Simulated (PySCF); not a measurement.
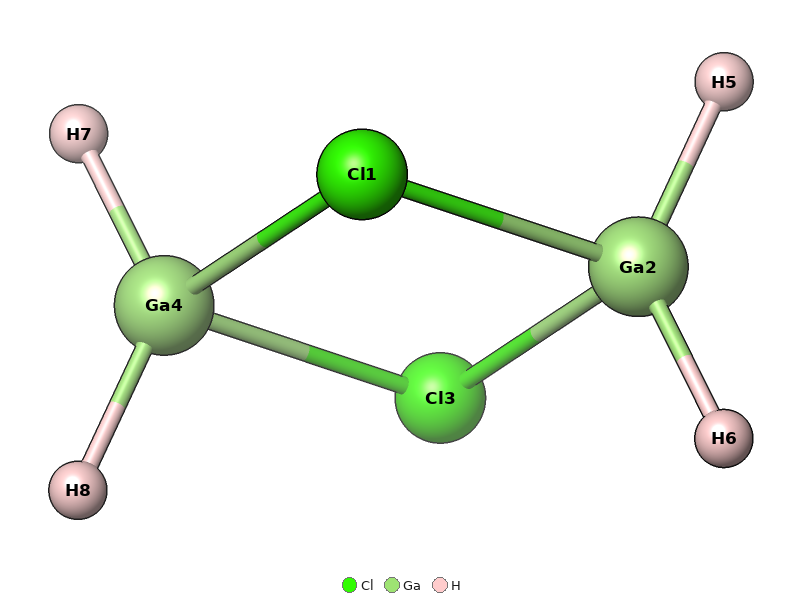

Atoms fade into the background with distance from the viewer. Computed geometry: PBE0-D3(BJ)/def2-SVP optimisation. No frequency run is at hand to confirm it as a minimum.

Q: What is the conformation of the ring Cl1–Ga2–Cl3–Ga4?

A: It is planar. The Cremer–Pople amplitude Q is 0.00 Å.

Q: Give the torsion angles round the ring, beginning with the bond from its second to its third atom.

A: 0°, 0°, 0°, 0°.
